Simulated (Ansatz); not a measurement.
# H8O3Si3: the cost of one run

All numbers below are computed with Ansatz 0.2.0 (RKS PBE0/6-31G*).

### 1 The starting structure

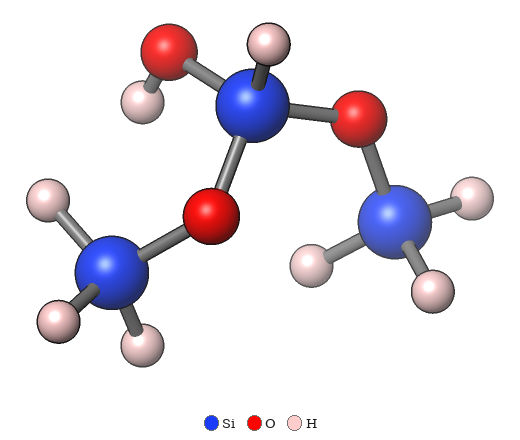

Start, viewed from a chosen angle; silicon blue, oxygen red, hydrogen pink.

As a file:

```xyz
14

Si    0.0000    0.0000    0.0000
O     0.0000    0.0000    1.6800
H    -0.9095   -0.2814    2.0171
H     1.3768    0.0000   -0.4862
O    -0.7913    1.3709   -0.5594
Si   -2.4002    1.4263   -1.0396
H    -3.2124    0.6421   -0.1138
H    -2.8620    2.8114   -1.0378
H    -2.5267    0.8736   -2.3850
O    -0.7913   -1.3709   -0.5594
Si   -1.6730   -2.4329    0.3983
H    -1.2634   -2.2870    1.7920
H    -3.0964   -2.1323    0.2761
H    -1.4264   -3.8036   -0.0398
```

### 2 Preparing the start

File input.yaml:

```yaml
crystal:
  periodic: [false, false, false]
  atoms:
    - { symbol: Si, position_ang: [0.0, 0.0, 0.0] }
    - { symbol: O, position_ang: [0.0, 0.0, 1.68] }
    - { symbol: H, position_ang: [-0.9095, -0.2814, 2.0171] }
    - { symbol: H, position_ang: [1.3768, 0.0, -0.4862] }
    - { symbol: O, position_ang: [-0.7913, 1.3709, -0.5594] }
    - { symbol: Si, position_ang: [-2.4002, 1.4263, -1.0396] }
    - { symbol: H, position_ang: [-3.2124, 0.6421, -0.1138] }
    - { symbol: H, position_ang: [-2.862, 2.8114, -1.0378] }
    - { symbol: H, position_ang: [-2.5267, 0.8736, -2.385] }
    - { symbol: O, position_ang: [-0.7913, -1.3709, -0.5594] }
    - { symbol: Si, position_ang: [-1.673, -2.4329, 0.3983] }
    - { symbol: H, position_ang: [-1.2634, -2.287, 1.792] }
    - { symbol: H, position_ang: [-3.0964, -2.1323, 0.2761] }
    - { symbol: H, position_ang: [-1.4264, -3.8036, -0.0398] }
basis:
  gaussian: { orbitals: "6-31G*" }
hamiltonian:
  xc: pbe0
relax:
  f_tol: 0.02
  max_steps: 40
```

Started as:

```console
$ ansatz run input.yaml --threads 2 --pin off --max-ram 3072MiB --backend cpu --events-out ev --progress --plain --runs-dir out
```

**Question.** How long does this run take on 2 threads of Intel Xeon at 2.50GHz (Skylake/Cascade Lake), shared host, and how much memory does it need?

About 5.4 min, with a peak of 0.31 GiB.
